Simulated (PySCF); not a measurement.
# Al2H4Se (SMILES [AlH2][AlH][SeH]): MP2/6-31G(d) (spherical functions)

Aim: the vertical ionisation energy of Al2H4Se at MP2/6-31G* (spherical functions), from 2 runs. 

The calculation is run with PySCF 2.14.0.

6 further runs of the same task are left out: 6 set aside as unsound or not needed.

## Step 1: The system as given

Al2H4Se has 7 atoms, charge 0, and is taken as a singlet. As SMILES, `[AlH2][AlH][SeH]`. The coordinates come from a PBE0-D4/def2-TZVP relaxation. This is one conformer, not always the lowest.

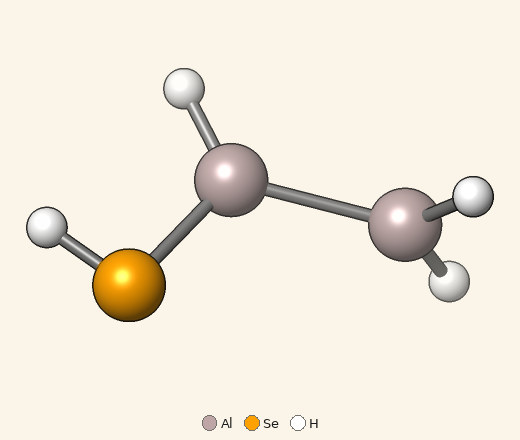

Viewed from a chosen angle; aluminium light grey, selenium orange, hydrogen white.

## Step 2: The energy at MP2/6-31G(d) (spherical functions)

File calc.py:

```python
# [AlH2][AlH][SeH]
from pyscf import gto, mp

mol = gto.Mole()
mol.atom = '''
Al      -1.578100       0.539600      -0.900300
Al       0.683400       0.231600       0.310300
Se       1.280700      -1.943000       0.899300
H       -1.688000       0.476100      -2.487900
H       -2.924300       0.803000      -0.090900
H        1.737000       1.353100       0.713600
H        2.550600      -1.528300       1.510400
'''
mol.max_memory = 1860
mol.charge = 0
mol.spin = 0
mol.verbose = 3
mol.basis = '6-31g*'
mol.build()

mf = mol.RHF()
mf.conv_tol = 1e-10
mf.kernel()
if not mf.converged:
    mf = mf.newton().run(mf.mo_coeff, mf.mo_occ)

pt = mp.MP2(mf).run()
etot = pt.e_tot
print('E(%s) = %.9f' % ('MP2', etot))
```

Launch:

```bash
$ OMP_NUM_THREADS=1 python calc.py
```

The program printed:

```text
converged SCF energy = -2885.69103590889
E(RMP2) = -2886.08768700047  E_corr = -0.39665109157152
E(SCS-RMP2) = -2886.07380347897  E_corr = -0.382767570075318
E(MP2) = -2886.087687000
```

It took 2.6 s on 1 thread of Arm Neoverse V1, shared host; peak memory 0.2 GiB.

## Step 3: The doublet cation, same level

File job.py:

```python
from pyscf import gto, mp

molecule = gto.M(
    atom='''
Al    -1.578100     0.539600    -0.900300
Al     0.683400     0.231600     0.310300
Se     1.280700    -1.943000     0.899300
H     -1.688000     0.476100    -2.487900
H     -2.924300     0.803000    -0.090900
H      1.737000     1.353100     0.713600
H      2.550600    -1.528300     1.510400
''',
    basis='6-31g*',
    verbose=3,
    charge=1,
    spin=1,
    max_memory=1860,
)

mf = molecule.UHF()
mf.conv_tol = 1e-10
mf.kernel()
if not mf.converged:
    mf = mf.newton().run(mf.mo_coeff, mf.mo_occ)

pt = mp.MP2(mf).run()
e_tot = pt.e_tot
print(f'total energy: {e_tot:.8f} hartree')
```

Launch:

```bash
$ OMP_NUM_THREADS=1 python job.py
```

The program printed:

```text
converged SCF energy = -2885.37847544653  <S^2> = 0.76474209  2S+1 = 2.0146882
E(UMP2) = -2885.76296316913  E_corr = -0.38448772260657
E(SCS-UMP2) = -2885.74880647828  E_corr = -0.370331031756918
total energy: -2885.76296317 hartree
```

Run time: 3.9 s. Hardware: 1 thread of Arm Neoverse V1, shared host; peak memory 0.24 GiB.

## Step 4: Outcome

At MP2/6-31G* (spherical functions):

| quantity | value |
| --- | --- |
| singlet Al2H4Se: total energy | -2886.08769 Eh |
| singlet Al2H4Se: dipole moment (Hartree–Fock density) | 1.50 D |
| singlet Al2H4Se: HOMO energy (Hartree–Fock orbitals) | -9.45 eV |
| singlet Al2H4Se: LUMO energy (Hartree–Fock orbitals) | 0.41 eV |
| singlet Al2H4Se: HOMO–LUMO gap (Hartree–Fock orbitals) | 9.86 eV |
| singlet Al2H4Se: correlation energy | -396.7 mEh |
| doublet cation: total energy | -2885.76296 Eh |
| doublet cation: HOMO energy (Hartree–Fock orbitals) (highest over α and β) | -14.25 eV |
| doublet cation: LUMO energy (Hartree–Fock orbitals) (lowest over α and β) | -7.60 eV |
| doublet cation: correlation energy | -384.5 mEh |
| doublet cation: ⟨S²⟩ of the reference determinant | 0.765 |
| vertical ionisation energy (to the doublet cation) | 8.836 eV |

What this shows: The vertical ionisation energy comes to 8.84 eV (204 kcal/mol). Mulliken charges (singlet Al2H4Se) of the mean-field density run from -0.42 on Se3 to +0.40 on Al2.
